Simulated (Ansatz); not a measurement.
Electronic density of states of amorphous Hf$_{18}$O$_{35}$F$_{2}$, density 8.88 g/cm³, on a 2×2×2 Γ-centred mesh with a Gaussian width of 0.1 eV; energies count from the Fermi level, whose place inside the gap is arbitrary. Cell and mesh are small, so fine structure isn't converged. All values below come from PBE, scalar-relativistic without spin-orbit coupling (plane waves to 420 eV, PAW; Ansatz, a program for electronic structure). Sampling: a 2×2×2 Γ-centred mesh; Fermi-Dirac width 0.02 eV; no spin polarisation. At PBE the levels at the filled edge of the gap are localised (band-tail or defect states), and the nearest spread-out levels lie 4.2 eV apart at the zone centre.

A CHGNet melt-quench gave the starting glass, which DFT then relaxed. O and F atoms were pushed apart under 1.9 Å during the dynamics, to hinder bonds among them. The hot cell started wider than the set density and was brought back towards it in steps. It is the lowest in DFT energy of 2 quenches. It is a model cell: composition and starting density were chosen by hand, and all elements were melted together. No dispersion term was used. Its density started from a set value of 8.88 and ended at 8.88 g/cm³. Cooling (nominally 300 K/ps over its main leg) ran many orders faster than in experiment, which tends to leave more defects and strain. A cell of this size samples the disorder only roughly. The volume was held where the preparation left it and the shape relaxed, at a PBE pressure of 1.5 GPa. Stress components on the final sampling reach 1.6 GPa. On a 2×2×2 Γ-centred mesh force components of up to 0.12 eV/Å stay, since the relaxation ran on the zone centre alone.

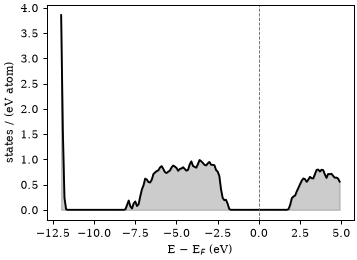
Figure. Density of states per atom

The level gap on this mesh is 3.88 eV; the broadening fills part of it in the curve.
